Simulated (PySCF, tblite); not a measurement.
**C7H7FO: dynamics, then NMR shifts on frames**

How do NMR shifts of C7H7FO (`C#C[C@@H]1COC=C[C@H]1F`) change as the atoms move?

Programs: tblite 0.8.0 and PySCF 2.14.0, with density-fitted response routines of our own. Each step states its level of theory. These are calculated values for one molecule in the gas phase, unless marked as measured. Atoms are numbered from 0 throughout.

## Step 1: The molecule as given

16 atoms, charge 0, multiplicity 1; geometry from: GFN2-xTB.

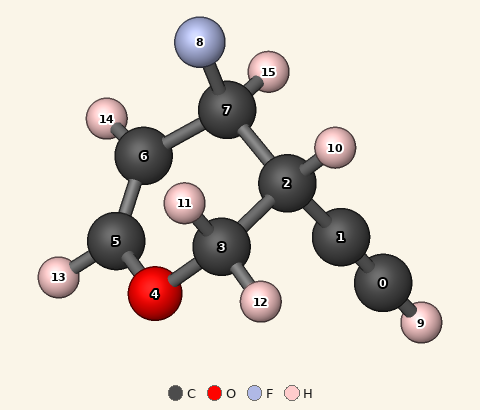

As it starts; carbon dark grey, oxygen red, fluorine light blue, hydrogen pink, atoms numbered.

## Step 2: Dynamics with GFN2-xTB

The job: settings as JSON, then the geometry in Å.

```
{"job": {"kind": "md", "xc": "GFN2-xTB", "basis": "xTB", "temperature": 300, "steps": 2000, "every": 50, "frames": 5}, "charge": 0, "multiplicity": 1}
C      2.666432     0.273825    -0.538837
C      1.678372    -0.169013    -0.030534
C      0.456745    -0.691024     0.551647
C     -0.433200    -1.341738    -0.517609
O     -0.837097    -0.430104    -1.520822
C     -1.198886     0.787913    -1.076755
C     -1.033441     1.255231     0.157629
C     -0.342812     0.444587     1.207392
F     -1.264912    -0.119944     2.088904
H      3.544045     0.650956    -0.971628
H      0.702802    -1.442063     1.310096
H     -1.325000    -1.751350    -0.023222
H      0.096552    -2.144433    -1.035341
H     -1.641859     1.376490    -1.867620
H     -1.381559     2.237577     0.423503
H      0.306219     1.072033     1.831786
```

Method: GFN2-xTB Langevin dynamics, gas phase.

On the command line:

```console
$ OMP_NUM_THREADS=1 python probes_run.py task.json out
```

One launch serves the whole session: the jobs run in the order shown.

What it wrote:

```text
t/fs     T/K      E/eV
    0.0   244.0   -742.04889
   25.0   144.5   -741.75086
   50.0   192.7   -741.72168
   75.0   228.5   -741.76500
  100.0   184.2   -741.68059
  125.0   230.5   -741.74493
  150.0   257.3   -741.67189
  175.0   232.4   -741.65294
  200.0   172.2   -741.38177
  225.0   182.2   -741.31393
  250.0   273.5   -741.37314
  275.0   357.2   -741.50897
  300.0   393.6   -741.40184
  325.0   375.2   -741.60519
  350.0   301.3   -741.48047
  375.0   223.4   -741.24236
  400.0   376.0   -741.49976
  425.0   351.3   -741.29016
  450.0   409.6   -741.47847
  475.0   364.6   -741.44028
  500.0   381.6   -741.46435
  525.0   203.0   -741.22123
  550.0   324.7   -741.51073
  575.0   369.9   -741.56205
  600.0   408.6   -741.67146
  625.0   271.6   -741.33348
  650.0   364.2   -741.51590
  675.0   366.8   -741.60460
  700.0   324.2   -741.37420
  725.0   330.8   -741.25826
  750.0   309.7   -741.40913
  775.0   294.5   -741.53449
  800.0   364.3   -741.65893
  825.0   248.1   -741.33767
  850.0   236.9   -741.45390
  875.0   245.5   -741.47975
  900.0   284.4   -741.33653
  925.0   343.5   -741.46716
  950.0   320.7   -741.45447
  975.0   290.9   -741.54604
 1000.0   327.2   -741.55646
```

Wall time 12 s (1 thread of Arm Neoverse V1, shared host); peak memory 0.18 GiB.

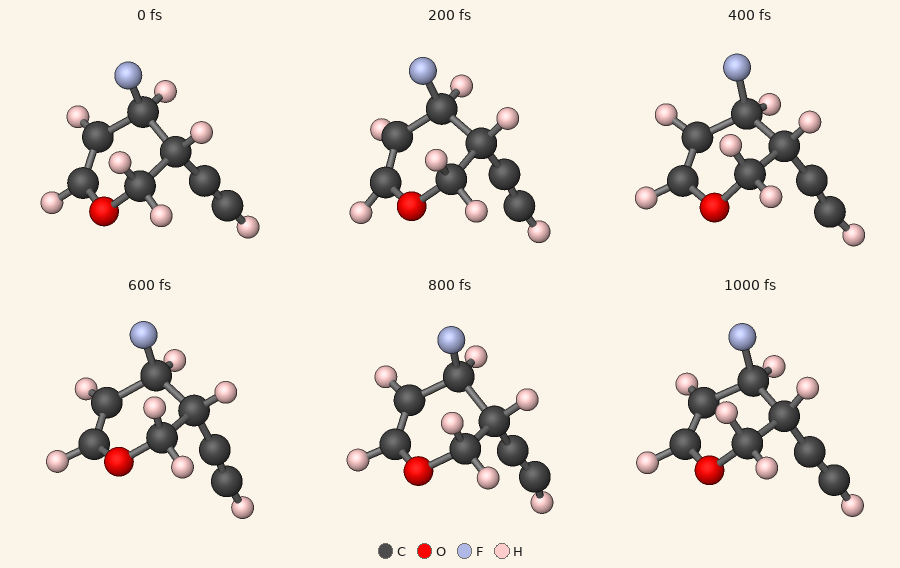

Frames of the run.

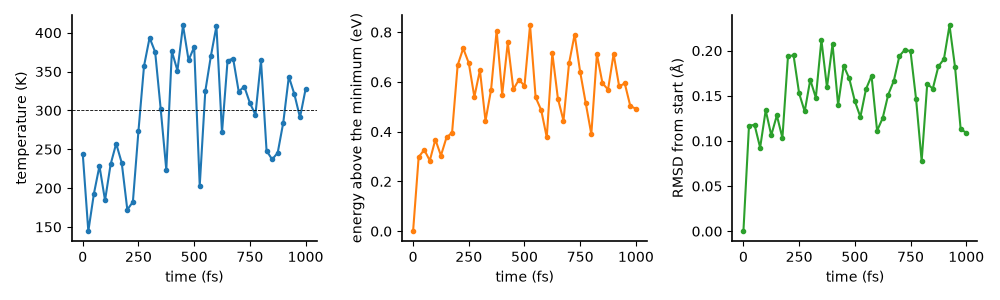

Temperature, potential energy and distance from the start.

Positions (Å) and forces (eV/Å) at 1000 fs:

```xyz
16

C     2.160    0.199    0.319   -2.913   -0.956    1.609
C     1.137   -0.134    0.891    2.486    0.265   -0.823
C    -0.011   -0.552    1.655   -0.423    0.172    0.434
C    -1.025   -1.285    0.764   -1.775    2.029    1.370
O    -1.482   -0.415   -0.285   -0.268   -0.220    0.251
C    -1.895    0.838    0.074   -0.414   -0.177   -0.669
C    -1.539    1.458    1.201    0.231   -0.770    0.074
C    -0.689    0.684    2.200   -1.232    1.414    0.628
F    -1.538    0.217    3.286    0.698    0.659   -0.859
H     2.977    0.486   -0.224    0.880    0.343   -0.598
H     0.165   -1.107    2.600    0.597   -0.305   -0.811
H    -1.935   -1.509    1.421    0.927   -0.018   -0.671
H    -0.618   -2.163    0.373    0.434   -1.170   -0.918
H    -2.595    1.242   -0.718    1.119   -0.251    0.950
H    -1.773    2.487    1.445   -0.206   -0.410   -0.114
H     0.011    1.422    2.644   -0.143   -0.604    0.146
```

## Step 3: Nuclear shieldings: 250 fs, PBE0/pcSseg-1

The job: settings as JSON, then the geometry in Å.

```
{"job": {"kind": "nmr", "xc": "PBE0", "basis": "pcSseg-1", "pop": false}, "charge": 0, "multiplicity": 1}
C      2.143300     0.353000    -0.431200
C      1.297200    -0.203900     0.234400
C      0.184500    -0.796600     0.901700
C     -0.790000    -1.524000    -0.079900
O     -1.272700    -0.747500    -1.184600
C     -1.665000     0.507400    -0.914200
C     -1.430300     1.065300     0.271900
C     -0.783700     0.364600     1.392000
F     -1.690700    -0.129800     2.241000
H      3.008600     0.736700    -0.778300
H      0.437200    -1.493700     1.635200
H     -1.685900    -1.969500     0.372500
H     -0.279000    -2.344700    -0.498100
H     -2.060000     0.916100    -1.841800
H     -1.457500     2.137400     0.316300
H     -0.232200     1.148400     2.002700
```

Level: GIAO PBE0/pcSseg-1 NMR shielding, non-relativistic, gas phase.

What it wrote:

```text
coarse grid: 14120 points
cycle   1  E = -445.1832761018  dE =  1.599e+00  |g| = 6.902e-01  |ddm| = 3.812e+00
cycle   2  E = -445.1272677122  dE =  5.601e-02  |g| = 9.170e-01  |ddm| = 1.513e+00
cycle   3  E = -445.2667606033  dE = -1.395e-01  |g| = 1.580e-01  |ddm| = 9.155e-01
cycle   4  E = -445.2710214418  dE = -4.261e-03  |g| = 7.912e-02  |ddm| = 1.813e-01
cycle   5  E = -445.2724150174  dE = -1.394e-03  |g| = 2.210e-02  |ddm| = 6.403e-02
cycle   6  E = -445.2725182338  dE = -1.032e-04  |g| = 7.690e-03  |ddm| = 2.156e-02
cycle   7  E = -445.2725301057  dE = -1.187e-05  |g| = 2.828e-03  |ddm| = 7.922e-03
cycle   8  E = -445.2725319911  dE = -1.885e-06  |g| = 4.109e-04  |ddm| = 3.175e-03
final grid: 138872 points
cycle   9  E = -445.3457880069  dE = -3.791e-05  |g| = 1.174e-02  |ddm| = 3.929e-02
cycle  10  E = -445.3457482971  dE =  3.971e-05  |g| = 1.895e-02  |ddm| = 2.280e-02
cycle  11  E = -445.3458129124  dE = -6.462e-05  |g| = 2.435e-03  |ddm| = 1.499e-02
cycle  12  E = -445.3458142980  dE = -1.386e-06  |g| = 6.265e-04  |ddm| = 2.466e-03
cycle  13  E = -445.3458143762  dE = -7.824e-08  |g| = 2.561e-04  |ddm| = 6.022e-04
cycle  14  E = -445.3458143901  dE = -1.391e-08  |g| = 8.933e-05  |ddm| = 2.753e-04
cycle  15  E = -445.3458143919  dE = -1.773e-09  |g| = 2.133e-05  |ddm| = 9.074e-05
cycle  16  E = -445.3458143920  dE = -9.970e-11  |g| = 4.477e-06  |ddm| = 2.085e-05
converged SCF energy = -445.3458143920

GIAO shielding tensors (ppm)
atom      isotropic    diamagn.    paramagn.     s11        s22        s33       span
  0 C      105.308     258.238    -152.930     32.579     33.771    249.575    216.996
  1 C       98.258     266.041    -167.782     -2.991      1.238    296.527    299.517
  2 C      159.571     251.041     -91.470    135.010    149.377    194.325     59.315
  3 C      119.535     243.288    -123.753     94.395    105.650    158.559     64.164
  4 O      186.937     395.557    -208.620     54.684    183.678    322.448    267.763
  5 C       26.194     250.118    -223.925    -83.071     47.800    113.851    196.922
  6 C       90.085     259.526    -169.440     -3.016    104.717    168.555    171.571
  7 C      100.858     241.760    -140.902     70.150     83.051    149.373     79.224
  8 F      354.231     471.777    -117.546    298.026    364.108    400.558    102.532
  9 H       31.291      34.439      -3.148     25.839     25.933     42.101     16.261
 10 H       30.573      30.670      -0.096     25.793     29.364     36.563     10.770
 11 H       27.297      28.709      -1.412     23.186     26.247     32.460      9.274
 12 H       28.150      30.172      -2.022     23.664     27.867     32.920      9.257
 13 H       24.502      29.153      -4.651     21.520     25.245     26.740      5.220
 14 H       26.925      31.194      -4.269     24.677     27.136     28.963      4.286
 15 H       25.781      29.220      -3.439     22.404     25.419     29.520      7.117
```

It took 37 s on 1 thread of Arm Neoverse V1, shared host; peak memory 0.84 GiB.

The references, computed at this level on geometries of the same kind, shield at (ppm): 1H TMS 31.72, 13C TMS 186.9, 19F CFCl3 170.9, 17O H2O 336.1. Their shielding less the atom's gives the shift. The references are single molecules in the gas phase, so shifts against H2O, NH3, PH3, H3PO4 or CFCl3 are not on the usual liquid scales and can be off by tens of ppm. Each atom is listed at this fixed geometry, with no averaging over motion; a spectrum would average atoms that exchange fast.

```
atoms                                                  environment  σ (ppm)  δ (ppm)
   C5                                 alkene carbon bearing oxygen     26.2    160.7
   C6                β carbon of an enol-ether or enamine type C=C     90.1     96.8
   C1                                                alkyne carbon     98.3     88.7
   C7                                   allylic sp3 CH bonded to F    100.9     86.1
   C0                                       terminal alkyne carbon    105.3     81.6
   C3                                          sp3 CH2 bonded to O    119.5     67.4
   C2                                           propargylic sp3 CH    159.6     27.4
  H13                  hydrogen on an alkene carbon bearing oxygen    24.50     7.21
  H15                    hydrogen on an allylic sp3 CH bonded to F    25.78     5.94
  H14  hydrogen on a β carbon of an enol-ether or enamine type C=C    26.93     4.79
  H11                           hydrogen on an sp3 CH2 bonded to O    27.30     4.42
  H12                           hydrogen on an sp3 CH2 bonded to O    28.15     3.57
  H10                             hydrogen on a propargylic sp3 CH    30.57     1.14
   H9                         hydrogen on a terminal alkyne carbon    31.29     0.43
   O4                                                 ether oxygen    186.9    149.1
   F8                                    fluorine on an sp3 carbon    354.2   -183.3
```

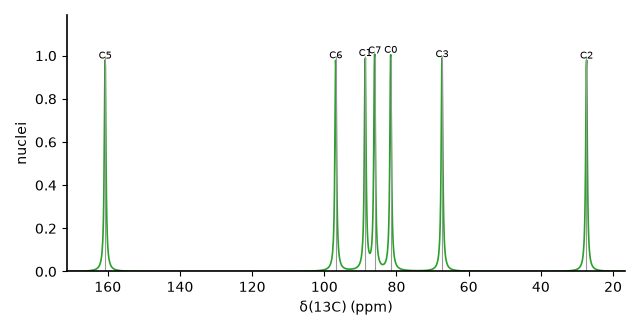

13C lines at the computed shifts, without couplings. Lines are broadened to a width of 0.53 ppm (Lorentzian).

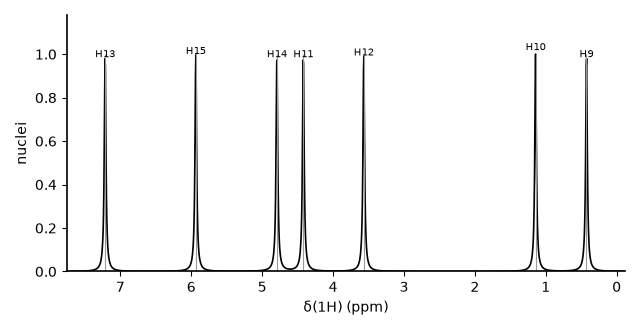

1H lines at the computed shifts, without couplings. Lines are broadened to a width of 0.03 ppm (Lorentzian).

Ring of atoms C2, C3, O4, C5, C6, C7: NICS(0) -1.9, NICS(1) -2.5, NICS(1)zz -2.0 ppm (means of both faces).

The fields below are evaluated on a grid from the run's orbitals.

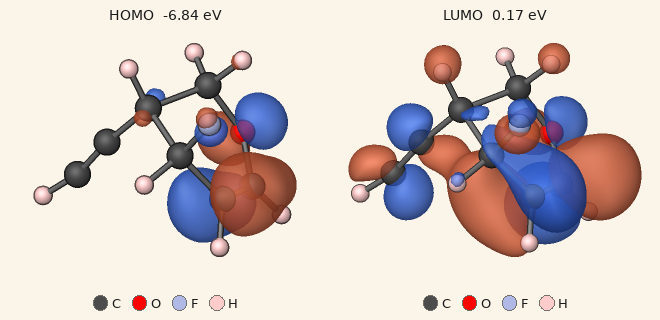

Frontier orbitals at PBE0/pcSseg-1; each surface holds 70 % of the orbital's density, blue and red mark the sign.

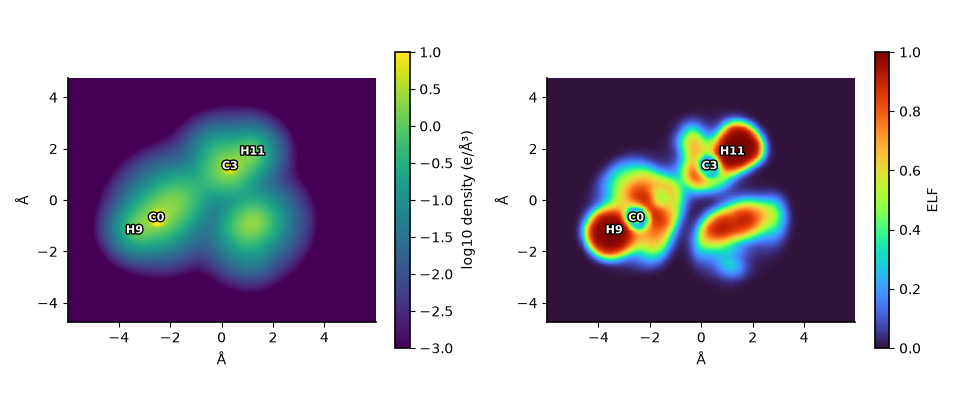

Density (left) and ELF (right) in a plane through or near 4 of the atoms.

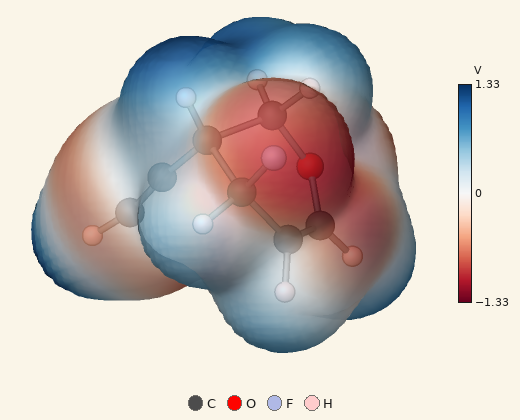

Electrostatic potential on the surface of density 0.002 e/bohr³; red is low, blue high. It runs, from the 1st to the 99th percentile, from -1.08 V near O4 to 1.33 V near H9.

## Step 4: Shielding tensors: 425 fs, PBE0/pcSseg-1

The job: settings as JSON, then the geometry in Å.

```
{"job": {"kind": "nmr", "xc": "PBE0", "basis": "pcSseg-1", "pop": false}, "charge": 0, "multiplicity": 1}
C      1.836700    -0.094300    -0.237500
C      0.814200    -0.368000     0.348700
C     -0.263900    -0.644900     1.298100
C     -1.116600    -1.600100     0.418000
O     -1.615500    -1.021000    -0.702500
C     -2.223700     0.200100    -0.444800
C     -2.095300     0.888300     0.634800
C     -1.174200     0.507500     1.794900
F     -1.887900     0.054800     2.883900
H      2.457800     0.226800    -1.064700
H      0.061300    -1.315000     2.166000
H     -1.955800    -1.955000     1.095300
H     -0.573500    -2.577600     0.117200
H     -2.698200     0.418900    -1.341200
H     -2.587300     1.861400     0.675100
H     -0.549500     1.332200     2.083100
```

Level: GIAO PBE0/pcSseg-1 NMR shielding, non-relativistic, gas phase.

What it wrote:

```text
coarse grid: 14120 points
cycle   1  E = -445.1806342683  dE =  1.503e+00  |g| = 6.914e-01  |ddm| = 3.799e+00
cycle   2  E = -445.1152535124  dE =  6.538e-02  |g| = 9.457e-01  |ddm| = 1.612e+00
cycle   3  E = -445.2654248085  dE = -1.502e-01  |g| = 1.498e-01  |ddm| = 9.696e-01
cycle   4  E = -445.2693550539  dE = -3.930e-03  |g| = 7.053e-02  |ddm| = 1.710e-01
cycle   5  E = -445.2703902385  dE = -1.035e-03  |g| = 2.555e-02  |ddm| = 6.299e-02
cycle   6  E = -445.2705285827  dE = -1.383e-04  |g| = 8.858e-03  |ddm| = 2.442e-02
cycle   7  E = -445.2705460461  dE = -1.746e-05  |g| = 2.628e-03  |ddm| = 8.685e-03
cycle   8  E = -445.2705476169  dE = -1.571e-06  |g| = 3.794e-04  |ddm| = 3.158e-03
final grid: 138872 points
cycle   9  E = -445.3443846049  dE = -3.655e-05  |g| = 1.087e-02  |ddm| = 3.821e-02
cycle  10  E = -445.3443530755  dE =  3.153e-05  |g| = 1.719e-02  |ddm| = 2.259e-02
cycle  11  E = -445.3444066161  dE = -5.354e-05  |g| = 1.998e-03  |ddm| = 1.420e-02
cycle  12  E = -445.3444075106  dE = -8.945e-07  |g| = 6.101e-04  |ddm| = 1.971e-03
cycle  13  E = -445.3444075853  dE = -7.478e-08  |g| = 2.613e-04  |ddm| = 5.993e-04
cycle  14  E = -445.3444076004  dE = -1.506e-08  |g| = 7.449e-05  |ddm| = 2.880e-04
cycle  15  E = -445.3444076016  dE = -1.188e-09  |g| = 1.867e-05  |ddm| = 8.673e-05
cycle  16  E = -445.3444076017  dE = -7.492e-11  |g| = 3.594e-06  |ddm| = 2.221e-05
converged SCF energy = -445.3444076017

GIAO shielding tensors (ppm)
atom      isotropic    diamagn.    paramagn.     s11        s22        s33       span
  0 C      105.149     270.678    -165.529     30.212     31.546    253.689    223.477
  1 C       92.694     265.510    -172.815    -14.571     -0.596    293.250    307.822
  2 C      146.110     245.042     -98.932    126.377    150.356    161.598     35.221
  3 C      116.193     242.557    -126.364     96.254    106.611    145.716     49.462
  4 O      207.299     395.493    -188.194     65.801    214.363    341.733    275.932
  5 C       34.113     248.066    -213.952    -62.132     51.637    112.834    174.966
  6 C       87.421     258.478    -171.057     -4.257     99.550    166.969    171.226
  7 C      104.698     246.944    -142.245     70.764     80.542    162.789     92.025
  8 F      360.092     469.830    -109.738    299.370    359.742    421.163    121.794
  9 H       28.739      33.584      -4.845     23.329     24.015     38.873     15.544
 10 H       27.901      28.899      -0.998     23.596     26.730     33.376      9.780
 11 H       26.921      28.037      -1.116     22.795     26.008     31.961      9.165
 12 H       26.063      26.788      -0.725     22.259     24.715     31.214      8.955
 13 H       25.720      30.807      -5.087     22.093     26.122     28.944      6.851
 14 H       26.422      29.232      -2.810     23.842     26.736     28.687      4.846
 15 H       27.110      30.308      -3.198     23.811     26.886     30.633      6.822
```

It took 29 s on 1 thread of Arm Neoverse V1, shared host; peak memory 0.9 GiB.

Key values: δ C5 152.8, C6 99.5, C1 94.2, C7 82.2, H13 6.00, H12 5.65 ppm.

## Step 5: Nuclear shieldings: 625 fs, PBE0/pcSseg-1

The job: settings as JSON, then the geometry in Å.

```
{"job": {"kind": "nmr", "xc": "PBE0", "basis": "pcSseg-1", "pop": false}, "charge": 0, "multiplicity": 1}
C      1.839900     0.167700    -0.135200
C      1.044400    -0.394700     0.512000
C     -0.055200    -0.798100     1.291100
C     -0.944400    -1.737600     0.447600
O     -1.645800    -1.094900    -0.620700
C     -2.183600     0.071000    -0.172600
C     -1.735500     0.898500     0.739100
C     -0.897900     0.320900     1.832500
F     -1.767800    -0.176900     2.800700
H      2.559300     0.579500    -0.728900
H      0.340100    -1.498600     2.023100
H     -1.654000    -2.219400     1.152100
H     -0.339800    -2.571300    -0.063400
H     -2.860700     0.493800    -0.927000
H     -2.135000     1.791600     0.988100
H     -0.302500     1.130400     2.335400
```

With the program's defaults for keys left out, this is: GIAO PBE0/pcSseg-1 NMR shielding, non-relativistic, gas phase.

What it wrote:

```text
coarse grid: 14120 points
cycle   1  E = -445.1708681546  dE =  1.675e+00  |g| = 7.158e-01  |ddm| = 3.827e+00
cycle   2  E = -445.1146121370  dE =  5.626e-02  |g| = 9.434e-01  |ddm| = 1.627e+00
cycle   3  E = -445.2647343554  dE = -1.501e-01  |g| = 1.403e-01  |ddm| = 9.542e-01
cycle   4  E = -445.2680297123  dE = -3.295e-03  |g| = 6.436e-02  |ddm| = 1.696e-01
cycle   5  E = -445.2689047807  dE = -8.751e-04  |g| = 2.169e-02  |ddm| = 6.215e-02
cycle   6  E = -445.2690091225  dE = -1.043e-04  |g| = 5.444e-03  |ddm| = 2.092e-02
cycle   7  E = -445.2690150150  dE = -5.893e-06  |g| = 2.320e-03  |ddm| = 6.273e-03
final grid: 138872 points
cycle   8  E = -445.3419522009  dE = -2.660e-05  |g| = 1.370e-02  |ddm| = 3.695e-02
cycle   9  E = -445.3418822281  dE =  6.997e-05  |g| = 2.364e-02  |ddm| = 2.832e-02
cycle  10  E = -445.3419870702  dE = -1.048e-04  |g| = 1.748e-03  |ddm| = 1.869e-02
cycle  11  E = -445.3419878212  dE = -7.510e-07  |g| = 4.118e-04  |ddm| = 2.156e-03
cycle  12  E = -445.3419878526  dE = -3.145e-08  |g| = 1.358e-04  |ddm| = 5.036e-04
cycle  13  E = -445.3419878563  dE = -3.703e-09  |g| = 3.122e-05  |ddm| = 1.496e-04
cycle  14  E = -445.3419878565  dE = -1.489e-10  |g| = 1.671e-05  |ddm| = 3.931e-05
converged SCF energy = -445.3419878565

GIAO shielding tensors (ppm)
atom      isotropic    diamagn.    paramagn.     s11        s22        s33       span
  0 C      107.789     258.205    -150.416     34.705     41.766    246.895    212.189
  1 C      102.768     266.900    -164.133     -0.929     10.783    298.448    299.377
  2 C      159.962     249.649     -89.687    147.058    160.321    172.508     25.450
  3 C      112.035     243.177    -131.142     88.321     99.934    147.851     59.530
  4 O      216.147     394.457    -178.311     96.930    197.677    353.833    256.903
  5 C       27.944     248.423    -220.479    -74.880     47.014    111.697    186.576
  6 C       79.859     254.528    -174.669    -32.664    100.725    171.518    204.182
  7 C      102.374     244.665    -142.291     64.859     78.005    164.259     99.399
  8 F      323.236     472.503    -149.267    274.080    289.770    405.858    131.777
  9 H       31.170      35.851      -4.681     25.826     25.983     41.701     15.875
 10 H       29.405      29.134       0.271     24.669     28.340     35.206     10.537
 11 H       26.899      28.051      -1.152     22.948     26.470     31.279      8.331
 12 H       26.343      27.381      -1.038     22.460     25.576     30.993      8.533
 13 H       24.909      27.640      -2.730     21.354     25.862     27.512      6.159
 14 H       27.003      32.795      -5.792     25.271     26.718     29.021      3.750
 15 H       26.378      29.384      -3.006     22.718     26.305     30.110      7.392
```

Run time: 27 s. Hardware: 1 thread of Arm Neoverse V1, shared host; peak memory 0.9 GiB.

In short: δ C5 159.0, C6 107.1, C7 84.6, C1 84.2, H13 6.81, H12 5.37 ppm.

(Part 1 of 2 ends here.)
